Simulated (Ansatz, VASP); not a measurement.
**CdSe (Cadmoselite): VASP beside Ansatz**

One calculation is typed for both programs; each brings its own data sets and cutoff. How far apart do they land? The cell comes out of the VASP series on this material, whose earlier steps may have relaxed, scaled or displaced it; both programs get it as it stands.

Program: Ansatz 0.2.0. Level of theory: plane waves, with VASP 6.6.1 beside it; band structure at HSE06. Results are calculated unless marked as measured.

### 1. Starting point

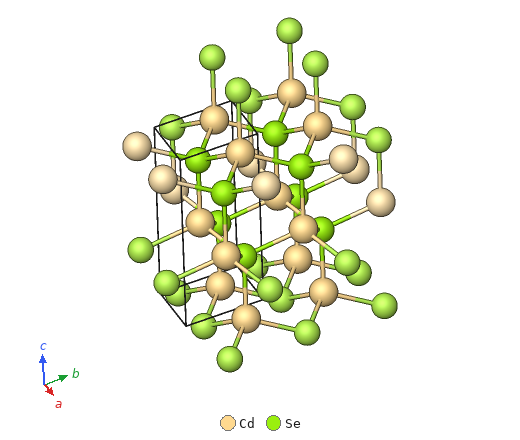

The cell as given, slightly off an axis (cadmium orange, selenium green). 2×2×1 cells are drawn. Some periodic images of atoms are drawn too.

### 2. Ansatz: band structure, HSE06

Ansatz runs on its default PAW (the set named soft_2) files.

The same path points are solved in both programs, so levels can be compared one by one.

Input file input.yaml:

```yaml
crystal:
  lattice:
    - [4.3156289234, 0.0, 0.0]
    - [-2.1578144617, 3.737444281, 0.0]
    - [0.0, 0.0, 7.0446329691]
  atoms:
    - { symbol: Cd, position: [0.3333333333, 0.6666666667, 0.0046907969] }
    - { symbol: Cd, position: [0.6666666667, 0.3333333333, 0.5046907969] }
    - { symbol: Se, position: [0.3333333333, 0.6666666667, 0.3803092031] }
    - { symbol: Se, position: [0.6666666667, 0.3333333333, 0.8803092031] }
hamiltonian:
  xc: { exchange: pbe, correlation: pbe, exx: { coeff: 0.25, omega: 0.2 } }
  pseudopotentials: { kind: paw }
kpoints:
  mp_grid: { grid: [4, 4, 2] }
  band_path:
    path:
      - [0.0, 0.0, 0.0]
      - [0.4, 0.0, 0.0]
      - [0.4, 0.2, 0.0]
      - [0.2, 0.2, 0.0]
      - [0.0, 0.0, 0.1]
      - [0.0, 0.0, 0.5]
      - [0.4, 0.0, 0.5]
      - [0.4, 0.2, 0.5]
      - [0.2, 0.2, 0.5]
      - [0.5, 0.0, 0.4]
      - [0.33333, 0.33333, 0.0]
      - [0.33333, 0.33333, 0.5]
    npoints: 1
scf:
  occupations: { method: gaussian, width: 0.05 }
  n_extra_bands: 8
output:
  forces: true
  stress: true
  eigenvalues: true
  write_density: true
  write_potential: true
  elf: true
  volumetric_format: npy
```

The run is started by

```
$ ansatz run input.yaml --threads 4 --pin off --max-ram 9216MiB --backend cpu --events-out ev --progress --plain --runs-dir out
```

Numbers of over 12 decimals in the logs are rounded to 6 here.

Log:

```text
Warning: output.stress: scf.convergence.dr2_threshold = 1e-7 eV (the SCF's general default) is looser than the 4e-10 eV advised for a printed stress (1e-10 eV for each atom of the cell: 4). What an SCF threshold leaves in a stress goes as its square root, and in the free energy as the threshold itself, and one threshold admits the most on a small cell: [figures from the program's tests cut] Set scf.convergence.dr2_threshold to 4e-10 eV or tighter. The threshold is an SCF's pass mark: one that does not reach it within its budget of iterations ends unconverged, or closes short of it on a stop that the run arms, and scf.convergence.dr2_threshold's page says what that costs each kind of run
Warning: output.stress: scf.exx.energy_threshold = 1e-6 eV is looser than the 4e-8 eV advised for a stress under a hybrid functional (1e-8 eV for each atom of the cell: 4). Every SCF of the exchange loop can meet its threshold on dr2 while the loop round them stops early: no threshold on dr2 bounds what that leaves in the stress. Set scf.exx.energy_threshold to 4e-8 eV or tighter. The threshold is the loop's pass mark: a loop that does not reach it within its budget of cycles ends unconverged, and scf.exx.energy_threshold's page has the law
scf.n_extra_bands = 8 over 36 filled bands (N_el = 72.0): the run solves 44 bands
Engine: ansatz 0.2.0, aarch64-unknown-linux-gnu
Pseudopotentials: kind: paw
Pseudopotential: Cd, paw, valence charge 20, recommended cutoff 420 eV (normal), Cd.paw.azcp
Pseudopotential: Se, paw, valence charge 16, recommended cutoff 420 eV (normal), Se.paw.azcp
Functional definition: unnamed
  parameter a_1 = 0.25
  parameter omega_1 = 0.2/angstrom
  exchange = pbe_x + (-a_1)*pbe_x_sr(omega_1) + a_1*exact_x_sr(omega_1)
  correlation = pbe_c
Crystal: 4 atoms, lattice volume = 113.626 Å³
Basis set: ecut = 420 eV, 2225 PW (Γ), exchange–correlation on 60×60×96 points (8 copies of the dense FFT grid, shifted against one another)
Bands: 44, of which v1, the nominal top of the filled ones, is band 36 counted from 1 (35 counted from 0)
Symmetry: 12 space group operations
Space group: P63mc (ITA 186), of the structure as read, at distance tolerance 4.8e-5 Å
k-points: 8 of 32
Non-local potential: Cd, projectors of the file, l = 0: 3, l = 1: 2, l = 2: 2, l = 3: 1
Non-local potential: Se, projectors of the file, l = 0: 2, l = 1: 2, l = 2: 3, l = 3: 1
PAW form: soft (Blöchl's): semilocal exchange-correlation on the pseudo side does not see the compensation charge
PAW frozen core: Cd, regenerated for the run's functional, and the local potential with it (the file was generated under x = pbe(κ = 0.804, μ = 0.219515), c = pbe(β = 0.066725))
PAW frozen core: Se, regenerated for the run's functional, and the local potential with it (the file was generated under x = pbe(κ = 0.804, μ = 0.219515), c = pbe(β = 0.066725))
PAW one-centre angular grid: Cd, 590 points (default); XC on 64 Gauss nodes
PAW one-centre angular grid: Se, 590 points (default); XC on 64 Gauss nodes
Initial density: superposition of atomic densities (neutral atoms: chi_scale 0, normalization atom), corrected by the library's trained network
Initial wavefunctions: pseudopotential atomic-orbital guess
Functional: x = pbe(κ = 0.804, μ = 0.219515), c = pbe(β = 0.066725), warm-up for x = pbe(κ = 0.804, μ = 0.219515) + 0.25 (exact − pbe) at short range (hse, ω = 0.2 Å⁻¹), c = pbe(β = 0.066725)
SCF iter   1: F=—  HF=-27449.497550 eV  |F-HF|=—  |Δ(HF+E_count)|=         —  Δρ=1.01e-3  dr2=1.22e-3  ethr=1.77e-3  ⟨swp⟩=7.6  Hψ=1461  notcnv=0
preconditioner: auto → none  [insulator: Δε(μ)=0.628 eV  Ē_g=12.080 eV  σ=0.050 eV  W_gap=1.00  n_scr=34 (ndim 8)  ℏωp=20.9 eV  f_vac=0.203  D(μ)=0.00/eV (n_scr^D=0)]
iter 2 solved again at ethr=5.22e-8 eV; its pass at ethr=1.70e-6 eV (dr2=3.76e-5 eV) is discarded
SCF iter   2: F=-27449.497516 eV  HF=-27449.497442 eV  |F-HF|=7.38e-5  |Δ(HF+E_count)|=   1.08e-4  Δρ=2.15e-4  dr2=3.77e-5  ethr=5.22e-8  ⟨swp⟩=2.0  Hψ=1738  notcnv=0
SCF 1 stopped early in 2 iterations: F = -27449.497516 eV  dr2 = 3.77e-5
  greatest PAW one-centre occupation: 1.000 electrons in one spin orbital (limit 2), on the Cd atom at site 1 (counted from 0), in its partial waves of l = 0
Initial density: handed on by an earlier stage of this run
Initial wavefunctions: those handed on with the density
Functional: x = pbe(κ = 0.804, μ = 0.219515) + 0.25 (exact − pbe) at short range (hse, ω = 0.2 Å⁻¹), c = pbe(β = 0.066725)
Exchange kernel: α = 0.2500, screened, ω = 0.2000 Å⁻¹, Wigner–Seitz truncation, v(0) = 1108.8949 eV·Å³, q-mesh 4×4×2, nearest image of the exchange supercell L = 14.09 Å, pair-density grid 20×20×32, without the augmentation charges, whose exchange is taken in its separable form by FFT convolution over the k-point mesh (sized by the pseudopotential files, 25×25×48 at the most), smooth part of the exact exchange by density-matrix convolution
Frozen-core exchange: fock
SCF iter   1: F=—  HF=-27460.239297 eV  |F-HF|=—  |Δ(HF+E_count)|=         —  Δρ=6.24e-3  dr2=3.63e-2  ethr=5.24e-7  ⟨swp⟩=6.2  Hψ=1575  notcnv=0
preconditioner: auto → none  [insulator: Δε(μ)=1.570 eV  Ē_g=14.051 eV  σ=0.050 eV  W_gap=1.00  n_scr=34 (ndim 8)  ℏωp=20.9 eV  f_vac=0.203  D(μ)=0.00/eV (n_scr^D=0)]
SCF iter   2: F=—  HF=-27460.221488 eV  |F-HF|=—  |Δ(HF+E_count)|=   1.78e-2  Δρ=2.36e-3  dr2=3.72e-3  ethr=5.24e-7  ⟨swp⟩=4.0  Hψ=1216  notcnv=0
SCF iter   3: F=—  HF=-27460.238237 eV  |F-HF|=—  |Δ(HF+E_count)|=   1.67e-2  Δρ=1.57e-3  dr2=1.61e-3  ethr=5.24e-7  ⟨swp⟩=4.0  Hψ=1174  notcnv=0
SCF iter   4: F=—  HF=-27460.237987 eV  |F-HF|=—  |Δ(HF+E_count)|=   2.50e-4  Δρ=5.20e-4  dr2=1.99e-4  ethr=5.24e-7  ⟨swp⟩=3.0  Hψ=878  notcnv=0
SCF iter   5: F=—  HF=-27460.237981 eV  |F-HF|=—  |Δ(HF+E_count)|=   5.81e-6  Δρ=2.51e-5  dr2=3.94e-5  ethr=1.95e-7  ⟨swp⟩=2.0  Hψ=640  notcnv=0
SCF iter   6: F=—  HF=-27460.238277 eV  |F-HF|=—  |Δ(HF+E_count)|=   2.96e-4  Δρ=1.42e-4  dr2=2.09e-5  ethr=6.76e-10  ⟨swp⟩=5.0  Hψ=1376  notcnv=0
SCF iter   7: F=-27460.238270 eV  HF=-27460.238270 eV  |F-HF|=5.53e-7  |Δ(HF+E_count)|=   6.98e-6  Δρ=2.20e-5  dr2=1.33e-6  ethr=6.76e-10  ⟨swp⟩=4.0  Hψ=1109  notcnv=0
SCF 2 stopped early in 7 iterations: F = -27460.238270 eV  dr2 = 1.33e-6
  Residual-converged pass: ⟨swp⟩=2.0  Hψ=596  notcnv=0  max |occ|·‖R‖ = 6.0e-6 eV (tolerance 6.7e-6 eV)  dr2=1.33e-6  dr2_onsite=1.16e-7  max |Δocc| = 3.4e-121
  greatest PAW one-centre occupation: 1.001 electrons in one spin orbital (limit 2), on the Cd atom at site 1 (counted from 0), in its partial waves of l = 1
hybrid outer 1: dexx = +1.982e-2 eV, tail = 1.28e-4 eV
Exchange kernel: α = 0.2500, screened, ω = 0.2000 Å⁻¹, Wigner–Seitz truncation, v(0) = 1108.8949 eV·Å³, q-mesh 4×4×2, nearest image of the exchange supercell L = 14.09 Å, pair-density grid 20×20×32, without the augmentation charges, whose exchange is taken in its separable form by FFT convolution over the k-point mesh (sized by the pseudopotential files, 25×25×48 at the most), smooth part of the exact exchange by density-matrix convolution
Frozen-core exchange: fock
SCF iter   1: F=—  HF=-27460.238739 eV  |F-HF|=—  |Δ(HF+E_count)|=         —  Δρ=4.81e-5  dr2=8.09e-7  ethr=8.91e-7  ⟨swp⟩=4.2  Hψ=756  notcnv=0
preconditioner: auto → none  [insulator: Δε(μ)=1.616 eV  Ē_g=13.994 eV  σ=0.050 eV  W_gap=1.00  n_scr=34 (ndim 8)  ℏωp=20.9 eV  f_vac=0.207  D(μ)=0.00/eV (n_scr^D=0)]
SCF iter   2: F=—  HF=-27460.238740 eV  |F-HF|=—  |Δ(HF+E_count)|=   1.05e-6  Δρ=1.69e-5  dr2=1.99e-7  ethr=1.00e-9  ⟨swp⟩=4.0  Hψ=1110  notcnv=0
SCF iter   3: F=—  HF=-27460.238740 eV  |F-HF|=—  |Δ(HF+E_count)|=   6.82e-9  Δρ=4.91e-6  dr2=8.16e-8  ethr=1.53e-10  ⟨swp⟩=3.0  Hψ=751  notcnv=0
SCF iter   4: F=—  HF=-27460.238741 eV  |F-HF|=—  |Δ(HF+E_count)|=   4.70e-7  Δρ=1.62e-6  dr2=2.24e-9  ethr=8.71e-12  ⟨swp⟩=4.2  Hψ=1249  notcnv=0  defer=1
SCF iter   5: F=-27460.238741 eV  HF=-27460.238741 eV  |F-HF|=1.42e-10  |Δ(HF+E_count)|=   2.19e-9  Δρ=3.54e-7  dr2=2.83e-10  ethr=2.79e-12  ⟨swp⟩=3.0  Hψ=794  notcnv=0
SCF 3 converged in 5 iterations: F = -27460.238741 eV  dr2 = 2.83e-10
  Residual-converged pass: ⟨swp⟩=3.0  Hψ=713  notcnv=0  max |occ|·‖R‖ = 6.1e-7 eV (tolerance 6.3e-7 eV)  dr2=2.90e-10  dr2_onsite=2.02e-10  max |Δocc| = 7.5e-123
hybrid outer 2: dexx = +8.505e-7 eV, tail = 5.76e-8 eV, Δε = 2.74e-3 eV (about 9.14e-5 eV left of the loop's levels), ΔF = 1.56e-3 eV/Å (tail 7.52e-4)
NSCF: frozen V_eff on 12 k-points
hybrid SCF converged: 2 outer / 12 inner (+2 warm-up), last move |dexx| = 8.51e-7 eV, tail = 5.76e-8 eV
Stability not checked: this state was not tested for a lower state beside it, because the functional holds exact exchange (a hybrid, or Hartree-Fock), whose exchange loop this test does not read (fock_operator; see scf.lower_state_search)
Free energy (F): -27460.238741 eV
Frozen-core exchange: fock
Harris-Foulkes:  -27460.238741 eV  (|F-HF|=1.42e-10)
Internal energy: -27460.238741 eV  (E = F + TS)
E sigma→0 (E₀):  -27460.238741 eV
Fermi energy:    7.564653 eV
--- Per-component energies (eV) ---
  E_band       = -1998.767395
  E_kinetic    = 1248.233047
  E_local      = -12830.467221  (includes V_loc(G=0)·N_el)
  E_nonlocal   = -1124.147043
  E_hartree    = 6106.068352
  E_xc         = -448.797229
  E_vxc        = -507.532264  (∫ρ·V_xc dr)
  E_exx        = -314.389753  (= α·E_x^exact, valence–valence)
  E_paw        = -11797.314221  (= ΣΔE_a)
  E_vpaw       = -368.213972  (= ΣTr[D̂ρ^β])
  E_aug_tail   = -0.001186  (compensation charges beyond the density's cutoff)
  E_ewald      = -8296.077060
  E_core_change = -3.346427  (= ΣΔE_core)
  E_smearing   = -0.000000  (= −TS)
  E_closure    = -0.000001  (closes the sum)
  Σ components = -27460.238741   (vs F -27460.238741, Δ=0.00e0)
--- Forces (eV/Å), atoms counted from 1 ---
  atom   1  Cd     0.00000000    -0.00000000     0.01046034
  atom   2  Cd     0.00000000     0.00000000     0.01046034
  atom   3  Se     0.00000000    -0.00000000    -0.01049298
  atom   4  Se    -0.00000000     0.00000000    -0.01049298
  max |Σ_I F_I| component: 6.53e-5 eV/Å
--- Stress (GPa, compression-positive) ---
        1.250510       0.000000       0.000000
        0.000000       1.250510      -0.000000
        0.000000       0.000000       0.957658
  P = ⅓ Tr σ = 1.1529 GPa (11.529 kbar)
--- Band table (eV; the first three rows and the last of 8) ---
  k-point 0: bands = [... 32 lower, 5.9487, 6.7103, 6.7561, 6.7561, 8.3721, 9.9518, 13.6719, 13.6719, ... 4 higher]
  k-point 1: bands = [... 32 lower, 6.3346, 6.3346, 6.3346, 6.3346, 10.1088, 10.1088, 13.6271, 13.6271, ... 4 higher]
  k-point 2: bands = [... 32 lower, 4.5773, 5.3207, 6.2232, 6.3503, 10.3004, 11.2441, 12.9140, 13.6957, ... 4 higher]
  k-point 7: bands = [... 32 lower, 4.6040, 4.6040, 5.4991, 5.4991, 11.4739, 11.4739, 13.3110, 13.3110, ... 4 higher]
```

Elapsed: 40 s, on 4 threads of Arm Neoverse V2, shared host; peak memory 1.1 GiB; 2.4 min of CPU time.

The column dr2 measures how far the density is from self-consistency, as an energy; F and HF (Harris–Foulkes) agree once it is small.

(Continued in part 2 of 2.)

[Lines on the potential files, build, host, timing and source positions are cut from VASP's logs without a mark.]

[Logs are printed without paths, hosts, clocks, repeated set-up lines and the standing remarks that a program may print on its own settings, such as how far it seeks lower states.]

[Hosts, paths, dates, database ids (printed as entryN), source tags and the programs' standing remarks are cut or masked in the printed files.]
